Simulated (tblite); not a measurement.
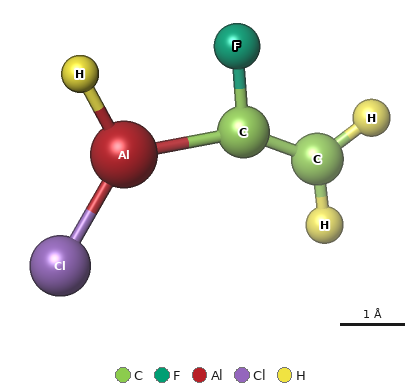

Fig. 1: The structure (ball-and-stick view, seen at a tilt). Sticks mark near contacts. Bond lengths as drawn: Al–C 1.98 Å, Al–Cl 2.02 Å, Al–H 1.53 Å, C–C 1.32 Å, C–F 1.39 Å and C–H 1.08 Å.

## Run report: C₂H₃AlClF, polarizability calculation

C₂H₃AlClF, SMILES C=[C](F)[AlH][Cl], computed with GFN1-xTB, R-SCC (tblite 0.8.0).

The geometry comes from this level: GFN2-xTB.

**Input file (run.py)**
```python
"""GFN1-xTB finite-field polarizability"""
import json
import numpy as np
from tblite.interface import Calculator
from tblite.library import ffi
from tblite.interface import symbols_to_numbers

symbols = list(map(str, np.loadtxt("molecule.xyz", skiprows=2, usecols=0, dtype=str, ndmin=1)))
numbers = np.array(symbols_to_numbers(symbols))
positions = np.loadtxt("molecule.xyz", skiprows=2, usecols=(1, 2, 3), ndmin=2) / 0.52917721

def dipole(field):
    calc = Calculator("GFN1-xTB", numbers, positions, charge=0, uhf=0)
    calc.set("verbosity", 0)
    calc.set("accuracy", 0.01)
    calc.add("electric-field", ffi.new("double[3]", list(field)))
    return calc.singlepoint()

F = 0.001  # field step, atomic units
res = dipole([0.0, 0.0, 0.0])
alpha = np.array([(dipole(F * v).get('dipole') - dipole(-F * v).get('dipole')) / (2 * F) for v in np.eye(3)])
print(f"E = {res.get('energy'):.8f} Eh")
print("polarizability tensor (bohr^3)")
for row in alpha:
    print("".join(f"{v:12.4f}" for v in row))
w = np.linalg.eigvalsh((alpha + alpha.T) / 2)
print("principal values", np.round(w, 3), " isotropic %.3f" % w.mean())
out = {k: np.asarray(res.get(k)).tolist() for k in ("energy", "gradient", "charges", "dipole", "orbital-energies", "orbital-occupations")}
out.update(symbols=symbols, positions=(positions * 0.529177210903).tolist(), alpha=alpha.tolist())
json.dump(out, open("results.json", "w"))
```

**File molecule.xyz**
```
8
start geometry
C     -0.219570     0.515460     1.538930
C      0.222380     0.043440     0.382870
F      1.551740    -0.370520     0.322320
Al    -0.092730    -0.417720    -1.520250
Cl    -1.790430    -0.202460    -2.593870
H      0.406850     0.586870     2.415240
H     -1.240820     0.843340     1.622320
H      1.162610    -0.998410    -2.167570
```

Run on 1 thread of Intel Xeon @ 2.50GHz (Skylake/Cascade Lake), 189 GiB of memory available, shared host.

Launched with:
```bash
python run.py
```

**Output**
```
E = -16.55910892 Eh
polarizability tensor (bohr^3)
     62.5807     -4.9105      3.7771
     -4.9107     46.9991      8.8656
      3.7777      8.8655     77.2989
principal values [42.914 63.925 80.039]  isotropic 62.293
```

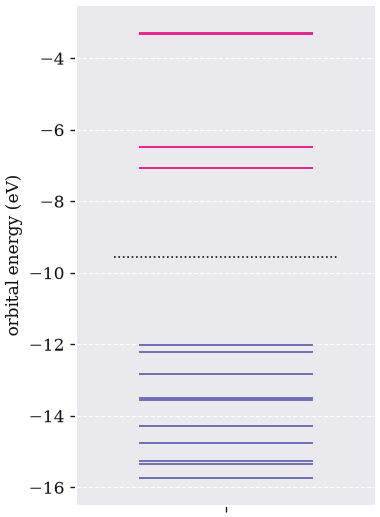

Fig. 2: Orbital energies near the frontier; the dotted line parts filled from empty levels, and levels within 0.02 eV of each other stand side by side. Highest filled −12.02 eV, lowest empty −7.08 eV, 4.94 eV apart.

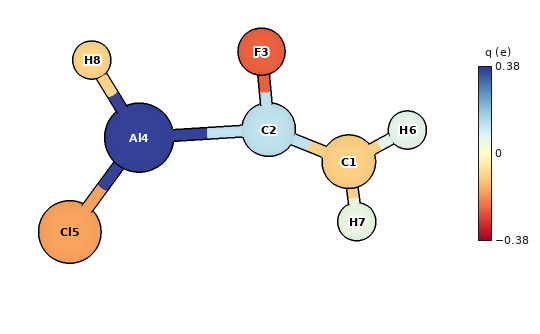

Fig. 3: Mulliken charges, as the colour of each atom (ball-and-stick view, seen at a tilt; atoms are numbered from 1 in the order of the input). By element: C −0.10 to +0.12, F −0.24, Al +0.36, Cl −0.16 and H −0.09 to +0.06 e.

**Summary**

- outcome: converged
- total energy: −16.559109 hartree
- basis functions: 36
- largest force: 1.467 eV/Å
- HOMO: −12.02 eV
- LUMO: −7.08 eV
- dipole moment: 1.29 D
- peak memory: 0.067 GiB
